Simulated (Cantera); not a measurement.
Input: 1 mol Cu2O, 5.1 mol H2, 2.4 mol N2, held at 10.0 Torr.

These are equilibrium values from Cantera (NASA tables, ideal gas, pure condensed phases), not measurements of a reactor. Candidate condensed phases: Cu, CuO, Cu(OH)2, Cu2O, H2O; 27 gas species. The numbers say what is thermodynamically allowed, not how fast it happens.

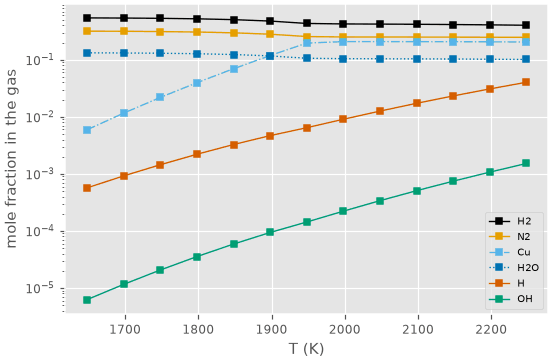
Figure: Equilibrium gas composition (values under 1e-9 drawn at 1e-9)

Question: Read off the mole fractions at 1798 K.

Answer: H2 about 0.52, N2 about 0.31, H2O about 0.13, Cu about 0.040, H about 0.0022, OH about 3.5e-5.
